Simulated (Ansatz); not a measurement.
## Electronic structure of Cl$_{2}$FH$_{2}$Si···NH$_{4}$ in real space

```yaml
atoms:
  - { symbol: Si, position_ang: [-0.5103, 1.0421, -1.1404] }
  - { symbol: Cl, position_ang: [-0.9349, -1.0485, -1.5241] }
  - { symbol: H, position_ang: [0.0236, 1.1920, -2.5269] }
  - { symbol: H, position_ang: [-1.5738, 2.0805, -1.1602] }
  - { symbol: Cl, position_ang: [1.4632, 1.4300, -0.3324] }
  - { symbol: H, position_ang: [-0.2228, -0.3383, 1.1527] }
  - { symbol: F, position_ang: [-1.0111, 0.7230, 0.5313] }
  - { symbol: H, position_ang: [0.3109, -1.7700, 0.5094] }
  - { symbol: N, position_ang: [0.5206, -1.1113, 1.2638] }
  - { symbol: H, position_ang: [1.4044, -0.6405, 1.0539] }
  - { symbol: H, position_ang: [0.5303, -1.5591, 2.1730] }
```

The product side of a reaction path; geometry: PBE0-D4/def2-TZVP.

All numbers below come from RKS PBE0-D4/def2-TZVPP (Ansatz).

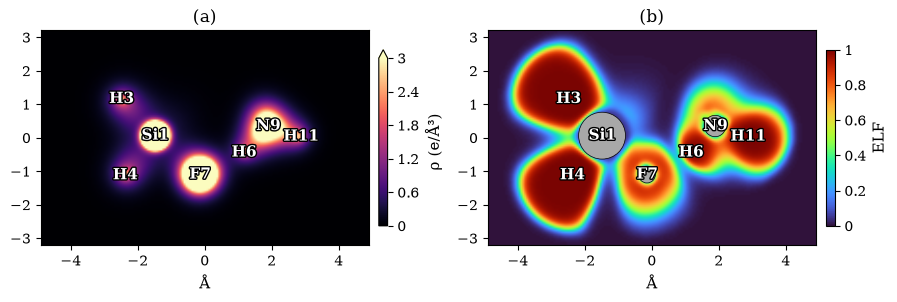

Figure 1. (a) total electron density; (b) ELF on the plane of atoms H3, Si1 and H4. Grey discs cover the atomic cores in the ELF map.

### Read the bonding off the picture.

- The section cuts through Si, H, F and N sites.
- F7···H6 (1.46 Å): the density falls to about 0.53 e/Å³ on the way; the ELF dips to about 0.30 between them (a closed-shell contact with the geometry of a hydrogen bond).
- Si–F (1.77 Å): ρ at the midpoint is about 0.77 e/Å³; the ELF peaks at about 0.85 in the valence shell of F, 0.6 Å from its nucleus, and is about 0.55 at the midpoint.
- N–H (1.01 Å): ρ at the midpoint is about 3 e/Å³; the ELF climbs to about 1 towards the hydrogen, as it does in any bond to H: a covalent bond by its length.
- Si–H (1.49 Å): the density is about 0.84 e/Å³ at the midpoint; the ELF climbs to about 1 towards the hydrogen.
- The ELF also peaks beside F7, away from the bonds: lone-pair regions.

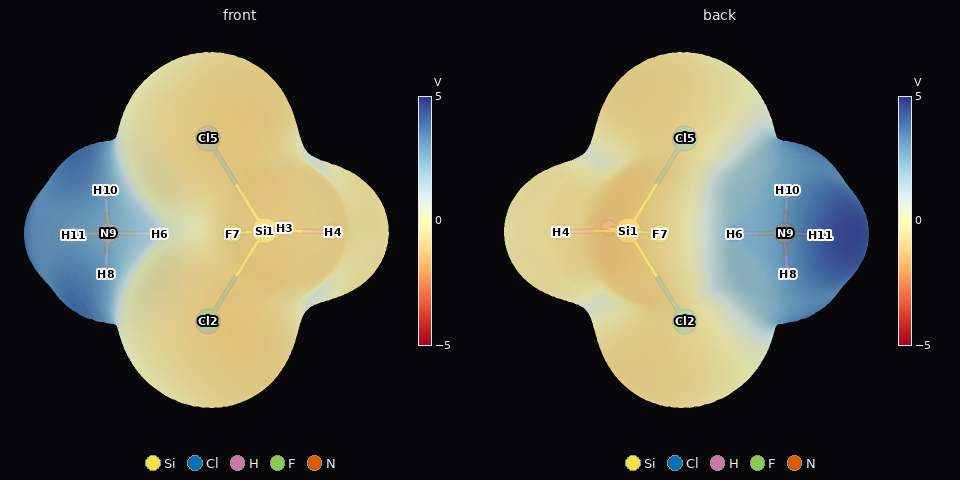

Figure 2. The molecular electrostatic potential painted on the density surface at 0.004 e/bohr³, seen from the front and from behind; the colour scale runs from red (negative) to blue (positive).

### Which sites attract a positive test charge, and which a negative one?

A positive charge is drawn to the negative regions and a negative charge to the positive ones. The most negative region (about −1.3 V) lies over F7, the most positive (about +4.8 V) over H11.

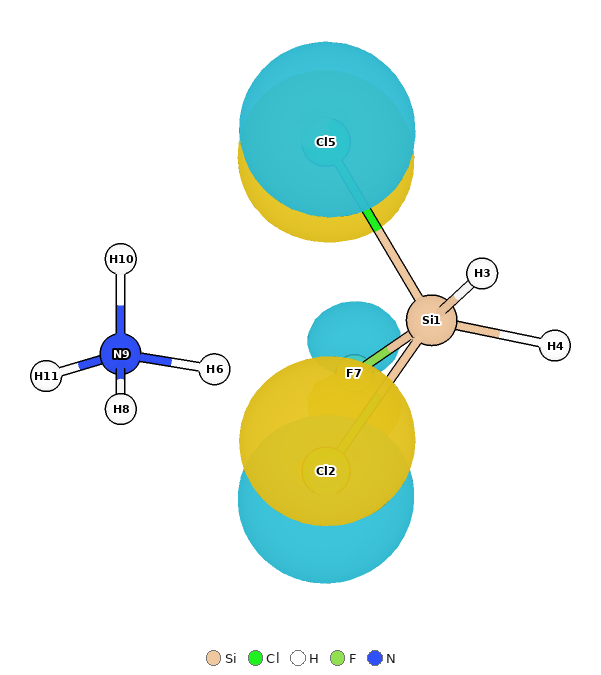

Figure 3. The HOMO−1 at ±0.15 Å⁻³ᐟ² (yellow and cyan are the two phases), seen at a tilt.

### Where does this orbital lie, and at what energy?

It lies mainly on Cl2 (about 45 %), Cl5 (about 45 %) and F7 (about 10 %); largely a combination of lone pairs on Cl2, Cl5 and F7. Its energy is −8.43 eV.
